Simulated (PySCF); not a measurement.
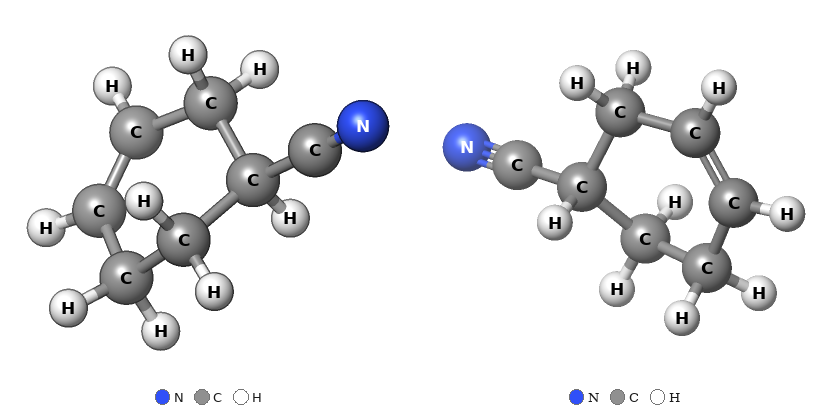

The same structure drawn twice, from different directions.

Computed geometry: PBE0-D3(BJ)/def2-SVP optimisation. No frequency run is at hand to confirm it as a minimum.

Question: What is the molecular formula?

Answer: C₇H₉N, 17 atoms: 7 carbon, 9 hydrogen and 1 nitrogen.

Question: Write the SMILES.

Answer: N#C[C@@H]1CC=CCC1

Question: Describe its rings.

Answer: Independent rings (smallest set): 1 of 6 members.

The parts below concern this one geometry. Atoms keep their numbers from picture to picture.

### Symmetry

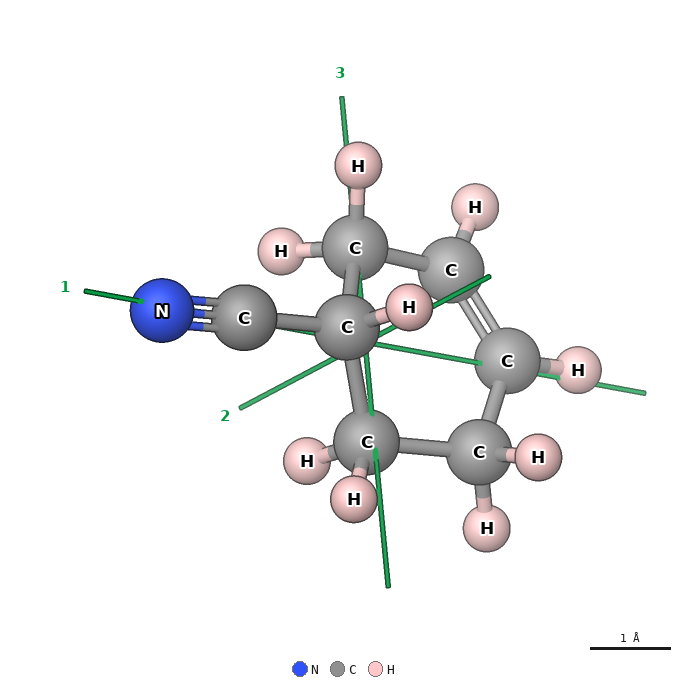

The three principal axes of inertia are drawn and numbered. Atoms fade into the background with distance from the viewer. No frequency run is at hand to confirm it as a minimum. Masses are those of the most abundant isotopes; constants are for the rigid equilibrium geometry.

Question: Which line is the a axis (least moment of inertia), which b and which c?

Answer: a is line 1, b is line 3, c is line 2; the moments are 110, 346, 435 u Å².

Question: What kind of rotor is it, and what are its rotational constants in GHz?

Answer: An asymmetric top (C1): A = 4.58, B = 1.46, C = 1.16 GHz. Ray's parameter κ is −0.82, nearer the prolate limit.

### Excitation

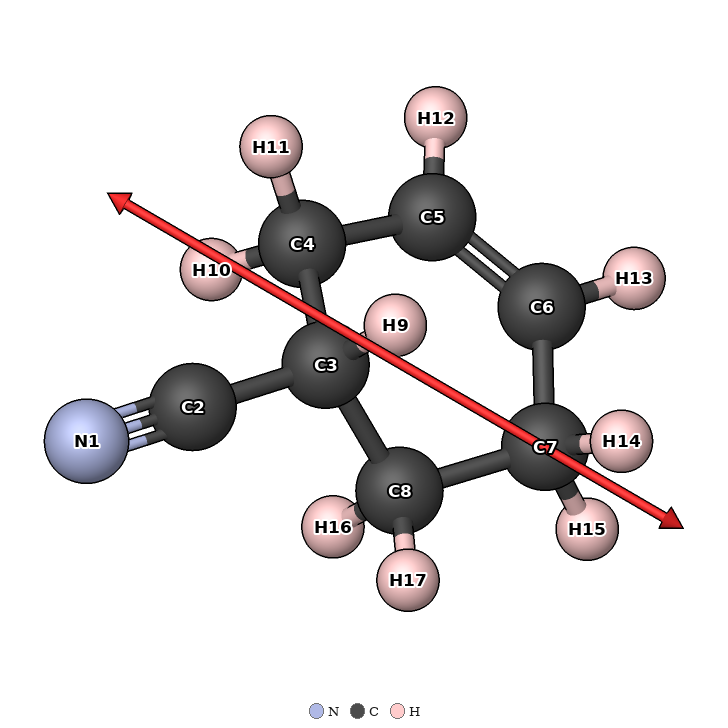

The double arrow shows the direction of the transition dipole to excited singlet state 2 (its length means nothing). No frequency run is at hand to confirm it as a minimum. Method: TDDFT ωB97X-D/def2-SVPD, vertical, gas phase, core orbitals frozen in the response (PySCF 2.14.0).

Question: Where does the transition lie, and how strong is it?

Answer: 7.28 eV (170 nm), oscillator strength 0.17, mainly HOMO → LUMO+1 (weight 0.76); transition dipole 2.47 D.

### Levels of theory compared

No frequency run is at hand to confirm it as a minimum. Program: PySCF 2.14.0.

At this fixed geometry, give HOMO–LUMO gap (eV), HOMO energy (eV) at these levels: PBE0/pcSseg-1 in acetone (IEF-PCM); PBE0/pcSseg-1 in chloroform (IEF-PCM); ωB97X-D/def2-SVPD; ωB97X-D/def2-SVPD in acetone (IEF-PCM); ωB97X-D/def2-SVPD in chloroform (IEF-PCM).

```json
{"level": "PBE0/pcSseg-1 in acetone (IEF-PCM)", "HOMO–LUMO gap (eV)": "7.47", "HOMO energy (eV)": "−7.16"}
{"level": "PBE0/pcSseg-1 in chloroform (IEF-PCM)", "HOMO–LUMO gap (eV)": "7.49", "HOMO energy (eV)": "−7.22"}
{"level": "ωB97X-D/def2-SVPD", "HOMO–LUMO gap (eV)": "11.03", "HOMO energy (eV)": "−9.32"}
{"level": "ωB97X-D/def2-SVPD in acetone (IEF-PCM)", "HOMO–LUMO gap (eV)": "10.99", "HOMO energy (eV)": "−8.99"}
{"level": "ωB97X-D/def2-SVPD in chloroform (IEF-PCM)", "HOMO–LUMO gap (eV)": "11.00", "HOMO energy (eV)": "−9.05"}
```

### Polarisability

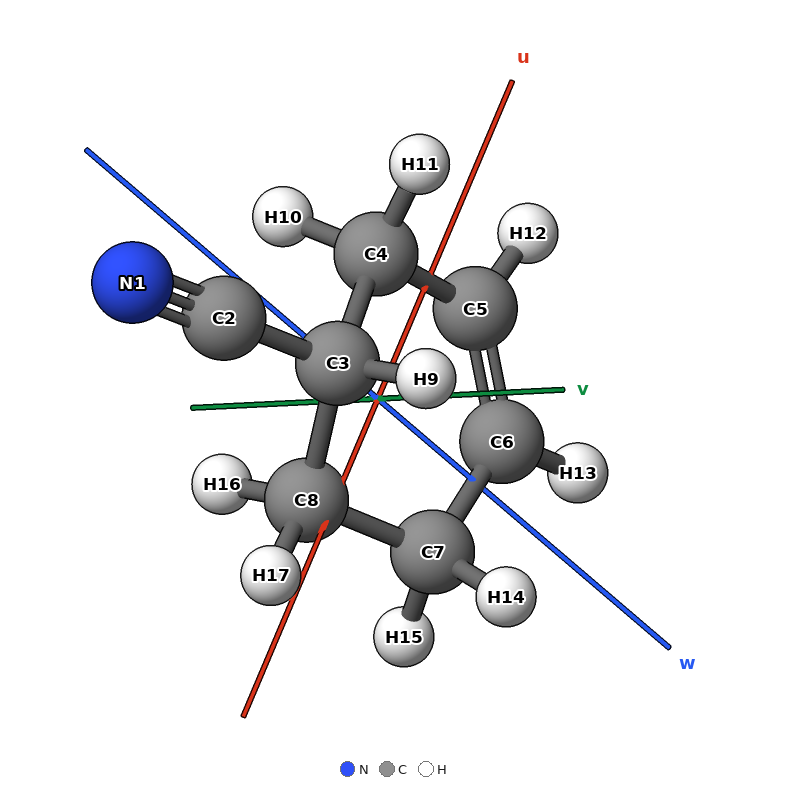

The lines u, v and w are the principal axes of the static dipole polarisability. No frequency run is at hand to confirm it as a minimum. Level of theory: ωB97X-D/def2-SVPD (PySCF 2.14.0).

Question: Along which axis is the molecule most polarisable, and along which least?

Answer: Most along w (close to the long direction N1···C6), least along v.

Question: Give the three principal values.

Answer: u 82.5, v 63.1, w 101.5 bohr³; mean 82.3, anisotropy 33.3 bohr³.
